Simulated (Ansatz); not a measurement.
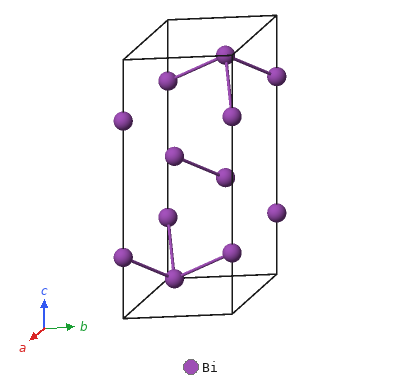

Bi, space group R-3m:H (No. 166), a = 4.525 Å, b = 4.525 Å, c = 11.680 Å, α = 90.00°, β = 90.00°, γ = 120.00°

```tsv
site	Wyckoff	x	y	z
Bi	6c	0.3333	0.6667	0.9032
```

Source: coordinates from a relaxation with DFT PBEsol, scalar-relativistic, plane waves, PAW in Ansatz.

How is the cell volume shared among the sites in a plain Voronoi partition?

Answer.
| site | faces above 1 % of the sphere | volume (Å³) | solid angle by neighbour (%) |
| --- | --- | --- | --- |
| Bi | 6 | 34.52 | Bi 100 |

Weighted by multiplicity the volumes add up to the cell volume, 207.1 Å³.

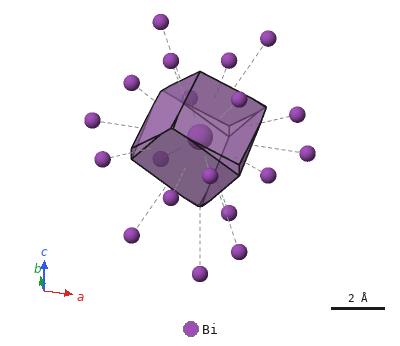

The computed Voronoi cell of Bi, with the neighbours that bound it.
